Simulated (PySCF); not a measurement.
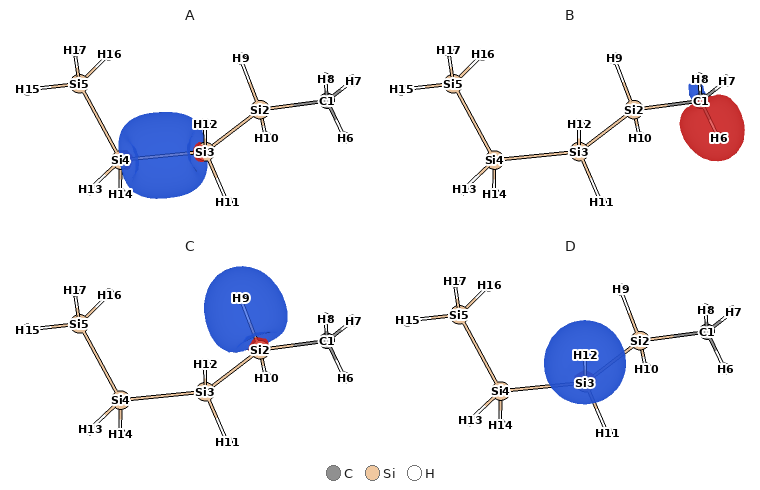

Figure. CH12Si4, SMILES `C[SiH2][SiH2][SiH2][SiH3]`. Pipek–Mezey orbitals, occupied; each surface holds about 70 % of the orbital's density. Energies are diagonal elements of the Fock matrix.

PySCF calculation, PBE/cc-pVDZ, gas phase; geometry: GFN2-xTB. No frequency check shows the geometry to be a minimum.

Input script:

```python
import numpy as np
from pyscf import gto, scf, dft, lo
from pyscf.data.elements import chemcore

def solve(mol, dm0=None, hcore=None):
    mf = (dft.UKS if mol.spin else dft.RKS)(mol, xc='pbe')
    mf.grids.level = 3
    mf = mf.density_fit(auxbasis='def2-universal-jkfit')
    mf.conv_tol, mf.max_cycle = 1e-8, 80
    if hcore is not None:
        mf.get_hcore = lambda *args: hcore
    mf.kernel(dm0)
    if not mf.converged:
        mf = mf.newton().run(mf.mo_coeff, mf.mo_occ, max_cycle=30)
    assert mf.converged, 'SCF not converged'
    return mf

mol = gto.M(atom='''
C     -3.70199     0.45803    -0.30997
Si    -1.94884     0.61470     0.40695
Si    -0.55068    -1.07475    -0.34740
Si     1.66046    -0.91566     0.34755
Si     2.73381     1.05038    -0.22253
H     -4.15836    -0.48514    -0.02207
H     -4.35471     1.25688     0.03161
H     -3.68140     0.49265    -1.39584
H     -1.43670     1.94269     0.03455
H     -2.06928     0.62731     1.87266
H     -1.11781    -2.38922     0.00140
H     -0.56906    -1.10294    -1.82191
H      2.44738    -2.06430    -0.13147
H      1.70274    -1.08184     1.81103
H      4.09588     1.18574     0.29807
H      1.99027     2.21261     0.27322
H      2.83639     1.21194    -1.67552
''', basis='cc-pvdz', charge=0, spin=0, verbose=4)
mf = solve(mol)
occ_all = mf.mo_coeff[:, mf.mo_occ > 0]
occ = occ_all[:, chemcore(mol):]
pm = lo.PM(mol, occ, pop_method='meta_lowdin')
loc = pm.kernel()
for _ in range(5):
    new, stable = pm.stability_jacobi(return_status=True)
    if stable:
        break
    loc = pm.kernel(new)
fock, s = mf.get_fock(), mf.get_ovlp()
ortho = lo.orth_ao(mol, 'meta_lowdin')
labels = mol.ao_labels(fmt=None)
vir = loc[:, :0]
both = np.hstack([loc, vir])
p = (ortho.T @ s @ both) ** 2
pop = np.array([p[[l[0] == a for l in labels]].sum(0) for a in range(mol.natm)])
spd = np.array([[p[[l[0] == a and l[2][-1] == k for l in labels]].sum(0) for k in 'spd'] for a in range(mol.natm)])
eps = np.einsum('pi,pq,qi->i', both, fock, both)
for i in np.argsort(eps):
    top = np.argsort(-pop[:, i])[:3]
    print('%3d %s %9.4f Eh ' % (i + 1, 'occ' if i < loc.shape[1] else 'vir', eps[i]), '  '.join('%s%d %.3f' % (mol.atom_symbol(a), a + 1, pop[a, i]) for a in top))
np.savez('result.npz', c=both, nocc=loc.shape[1], pop=pop, spd=spd, eps=eps, e=mf.e_tot)
```

Run with:

```sh
OMP_NUM_THREADS=1 python input.py
```

The run took 74 s on 1 thread of Intel(R) Xeon(R) Processor @ 2.50GHz (Skylake/Cascade Lake), on a shared host, peak memory 0.57 GiB.

Identify each orbital.

Answer. By panel:
- A: σ bond Si4–Si3 (Si4 50 %, Si3 49 %; −9.5 eV)
- B: σ bond C1–H6 (C1 55 %, H6 44 %; −11.6 eV)
- C: σ bond H9–Si2 (H9 53 %, Si2 46 %; −9.6 eV)
- D: σ bond H12–Si3 (H12 52 %, Si3 47 %; −9.6 eV)
